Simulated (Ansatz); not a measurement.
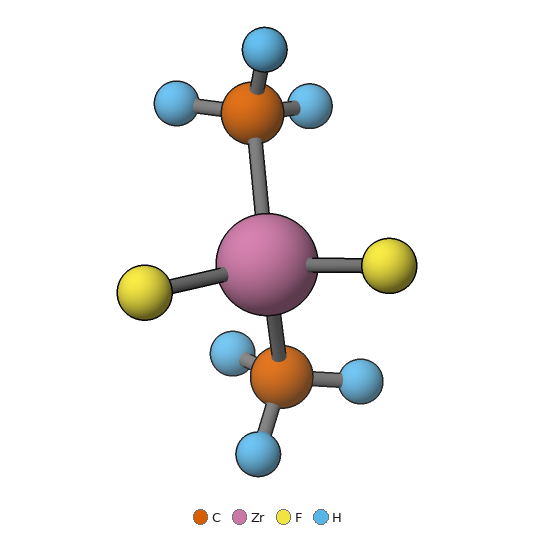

Charge 0, singlet. The computed structure is the end point of a PBE0-D4/def2-TZVP optimisation. Program: Ansatz 0.2.0.

Compare dipole (D), HOMO energy (eV), HOMO–LUMO gap (eV) at these levels: B3LYP-D4/def2-TZVPP; PBE-D4/def2-TZVPP; r2SCAN-D4/def2-TZVPP; ωB97M-V/def2-TZVPP.

```
               level  dipole (D)  HOMO energy (eV)  HOMO–LUMO gap (eV)
 B3LYP-D4/def2-TZVPP        1.34             −7.74                6.20
   PBE-D4/def2-TZVPP        1.26             −6.60                4.39
r2SCAN-D4/def2-TZVPP        1.31             −6.89                4.93
  ωB97M-V/def2-TZVPP        1.20            −10.26               10.90
```
